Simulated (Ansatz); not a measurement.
# The perfect W wire along [110], 23 atoms a period, part 2 of 2

Aim: is the W wire along [110], 23 atoms a period a metal or a semiconductor?

Ansatz 0.2.0; DFT PBE, plane waves, PAW; relaxation of a wire's period; PAW set soft_1 (the session's first sound run).

So far: The starting structure; Relaxation of atoms and period.

## (2) Relaxation of atoms and period (continued)

Relaxation path:

| step | energy less that of the first step (eV) | largest force component (eV/Å) | pressure (GPa) | volume (Å³) |
| --- | --- | --- | --- | --- |
| 1 | 0.0000 | 2.9308 | -6.14 | 1152.79 |
| 2 | -3.0343 | 1.3818 | 0.93 | 1118.55 |
| 3 | -3.2551 | 0.7278 | 0.65 | 1109.37 |
| 4 | -3.4312 | 0.2676 | -0.07 | 1117.86 |
| 5 | -3.4150 | 0.5129 | -0.03 | 1124.57 |
| 6 | -3.4490 | 0.0684 | -0.01 | 1120.41 |
| 7 | -3.4505 | 0.0276 | -0.03 | 1121.17 |
| 8* | -3.4456 | 0.0273 | -0.03 | 1121.17 |

Relaxation steps marked * repeat the geometry before them on a plane-wave basis chosen anew for their cell, so energy and pressure can jump there. Relaxation step 5 was tried and not accepted.

The run keeps the 8 symmetry operations that it works with, so distortions that break them were not tested.

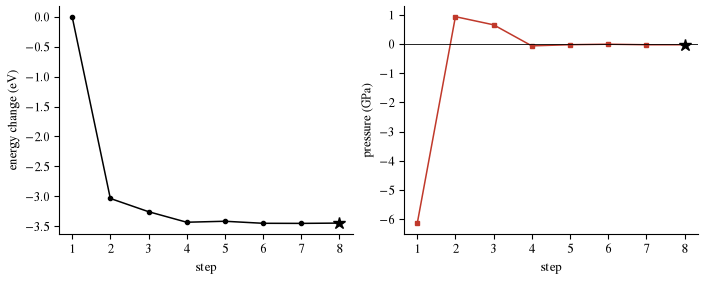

Energy and pressure along the relaxation. Stars mark steps on a basis chosen anew.

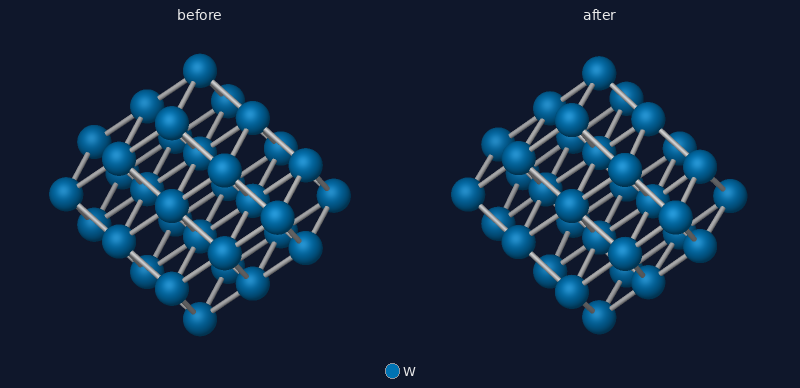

Before and after, at one scale.

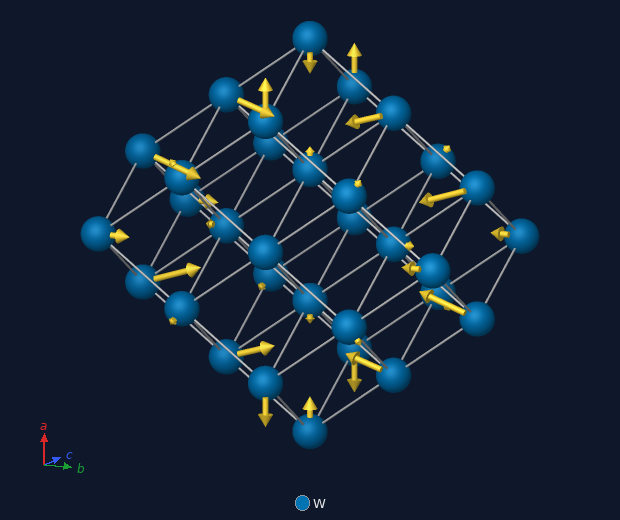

Displacements in the relaxation, exaggerated, measured against the changing cell; the longest in the cell stands for 0.21 Å. Some periodic images of atoms are drawn too.

| cell as run | before | after | change |
| --- | --- | --- | --- |
| c (Å) | 4.483 | 4.360 | -2.7 % |

The atoms that moved most (Å, along periodic axes as changes of fractional coordinates times the final cell, across vacuum about the mean position):

| atom | dx | dy | dz | length |
| --- | --- | --- | --- | --- |
| W17 | -0.067 | -0.204 | 0.000 | 0.214 |
| W12 | 0.067 | -0.204 | 0.000 | 0.214 |
| W15 | -0.067 | 0.204 | 0.000 | 0.214 |
| W10 | 0.067 | 0.204 | 0.000 | 0.214 |
| W19 | -0.049 | -0.160 | 0.000 | 0.167 |
| W9 | 0.049 | -0.160 | 0.000 | 0.167 |
| W18 | -0.049 | 0.160 | 0.000 | 0.167 |
| W8 | 0.049 | 0.160 | 0.000 | 0.167 |

This step gave:

* energy at zero smearing: -238842.7952 eV
* cell length along the wire: 4.360 Å

The cell's length comes to 4.360 Å with spin left out.

## (3) The wire at its relaxed period

This step: DFT PBE, plane waves, PAW; bands of a perfect wire; PAW set soft_1 (Ansatz 0.2.0).

At the relaxed period the bands are computed along the axis; those that cross an energy going forward count the channels that a perfect wire would open there.

input.yaml

```yaml
crystal:
  lattice:
    - [16.31, 0.0, 0.0]
    - [0.0, 15.766, 0.0]
    - [0.0, 0.0, 4.3600767848]
  atoms:
    - { symbol: W, position: [0.298375507, 0.500003615, 0.0] }
    - { symbol: W, position: [0.401410274, 0.643267368, 0.0] }
    - { symbol: W, position: [0.5, 0.500003615, 0.0] }
    - { symbol: W, position: [0.5, 0.779153315, 0.0] }
    - { symbol: W, position: [0.598589726, 0.643267368, 0.0] }
    - { symbol: W, position: [0.701624493, 0.500003615, 0.0] }
    - { symbol: W, position: [0.213622443, 0.500003615, 0.5] }
    - { symbol: W, position: [0.308634644, 0.367955619, 0.5] }
    - { symbol: W, position: [0.308634644, 0.632051611, 0.5] }
    - { symbol: W, position: [0.406905695, 0.228580535, 0.5] }
    - { symbol: W, position: [0.400654652, 0.500003615, 0.5] }
    - { symbol: W, position: [0.406905695, 0.771426695, 0.5] }
    - { symbol: W, position: [0.5, 0.355617684, 0.5] }
    - { symbol: W, position: [0.5, 0.644389546, 0.5] }
    - { symbol: W, position: [0.593094305, 0.228580535, 0.5] }
    - { symbol: W, position: [0.599345348, 0.500003615, 0.5] }
    - { symbol: W, position: [0.593094305, 0.771426695, 0.5] }
    - { symbol: W, position: [0.691365356, 0.367955619, 0.5] }
    - { symbol: W, position: [0.691365356, 0.632051611, 0.5] }
    - { symbol: W, position: [0.786377557, 0.500003615, 0.5] }
    - { symbol: W, position: [0.401410274, 0.356739862, 0.0] }
    - { symbol: W, position: [0.5, 0.220853915, 0.0] }
    - { symbol: W, position: [0.598589726, 0.356739862, 0.0] }
kpoints:
  mp_grid: { grid: [1, 1, 19] }
  band_path: { path: ["Γ", Z], npoints: 90 }
scf:
  occupations: { method: fermi_dirac, width: 0.05 }
hamiltonian:
  xc: pbe
  pseudopotentials: { kind: paw, azcp: { folder: soft_1 } }
output:
  dos: { e_range: [-5, 4] }
  write_potential: true
  write_density: true
  volumetric_format: npy
```

Command:

```console
$ ansatz run input.yaml --threads 4 --pin off --max-ram 16384MiB --backend cpu --events-out ev --progress --plain --runs-dir out
```

Numbers of over 12 decimals in the logs are rounded to 6 here.

What it wrote:

```text
[...]
Crystal: 23 atoms, lattice volume = 1121.165 Å³
Basis set: ecut = 420 eV, 21941 PW (Γ)
Bands: 194, of which v1, the nominal top of the filled ones, is band 161 counted from 1 (160 counted from 0)
Symmetry: 8 space group operations
[...]
k-points: 10 of 19
[...]
SCF iter   1: F=—  HF=-238862.644458 eV  |F-HF|=—  |Δ(HF+E_count)|=         —  Δρ=4.66e-2  dr2=1.71e2  ethr=3.10e-3  ⟨swp⟩=9.7  Hψ=9361  notcnv=0  defer=2
[...]
SCF iter  13: F=-238842.901536 eV  HF=-238842.901536 eV  |F-HF|=9.26e-9  |Δ(HF+E_count)|=   4.51e-8  Δρ=6.41e-7  dr2=1.97e-8  ethr=3.11e-11  ⟨swp⟩=17.5  Hψ=6848  notcnv=0
SCF 1 converged in 13 iterations: F = -238842.901536 eV  dr2 = 1.97e-8
[...]
NSCF: frozen V_eff on 91 k-points
WARN: The output density's exchange-correlation potential varies sharply where the density is thin. Do not read a vacuum level from v_tot or v_xc, or from such a field of the output density. On a cell that repeats whose density bears no net charge and no dipole along the vacuum's axis use v_es (v_loc + v_h of the components); under efield.dipole_correction with no amplitude use v_es + v_field, which holds any externa [...]
SCF converged after 13 iterations
Free energy (F): -238842.901536 eV
[...]
Internal energy: -238842.688241 eV  (E = F + TS)
E sigma→0 (E₀):  -238842.794889 eV
Entropy (-TS):   -0.213295 eV (-9.274 meV/atom)
Fermi energy:    4.731528 eV
[...]
--- Band table (eV; the first three rows and the last of 10) ---
  k-point 0: bands = [... 157 lower, 4.2209, 4.2753, 4.5675, 4.6376, 4.6407, 4.8601, 5.0129, 5.1413, ... 29 higher]
  k-point 1: bands = [... 157 lower, 4.2674, 4.2845, 4.5792, 4.6350, 4.6451, 4.8581, 5.0225, 5.1276, ... 29 higher]
  k-point 2: bands = [... 157 lower, 4.3922, 4.4276, 4.6190, 4.6194, 4.6709, 4.8762, 4.9883, 5.0175, ... 29 higher]
  k-point 9: bands = [... 157 lower, 4.0405, 4.4804, 4.5768, 4.6421, 4.7647, 4.8002, 4.8241, 4.8505, ... 29 higher]
```

Wall time 7.3 min (4 threads of Arm Neoverse V1, shared host); peak memory 9.8 GiB.

Reading the cycles: dr2 is the Hartree energy of the density residual (eV), the measure of convergence; HF is the Harris–Foulkes estimate of the energy, which meets the free energy F at convergence.

This step gave:

```yaml
energy_at_zero_smearing: -238842.7949 eV
band_gap: 0 eV
```

The electronic bands at the labelled points (eV, zero at the Fermi level; # counts the bands kept):

| point | #44 | #45 | #46 | #47 | #48 | #49 | #50 | #51 |
| --- | --- | --- | --- | --- | --- | --- | --- | --- |
| Γ | -0.51 | -0.46 | -0.16 | -0.09 | -0.09 | 0.13 | 0.28 | 0.41 |
| Z | -0.70 | -0.27 | -0.17 | -0.09 | 0.03 | 0.06 | 0.11 | 0.14 |

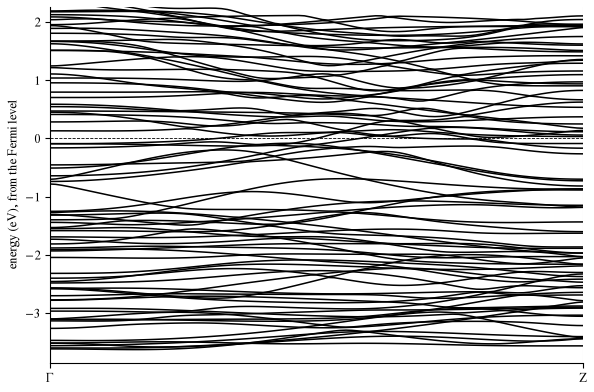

Electronic bands along the path.

Between Γ and Z the bands cross the Fermi level 5 times, so a perfect wire would conduct at least 5 G₀, with spin left out.

## (4) Summary of results

| Quantity | Value |
| --- | --- |
| cell length, PBE | 4.360 Å |
| ballistic conductance by band crossings, a lower bound, PBE | 5 G₀ |

Under PBE the cell's length is 4.36 Å, and the bands cross the Fermi level 5 times between Γ and Z, which gives a perfect wire at least 5 G₀ (opposite crossings within one step of the path cancel in such a count). No spin was allowed, though thin wires with open d shells can turn magnetic. Spin-orbit coupling is left out, which matters for the bands of heavy atoms.

[Logs are printed without paths, hosts, clocks, repeated set-up lines and the standing remarks that a program may print on its own settings, such as how far it seeks lower states.]

[Hosts, paths, dates, database ids (printed as entryN), source tags and the programs' standing remarks are cut or masked in the printed files.]
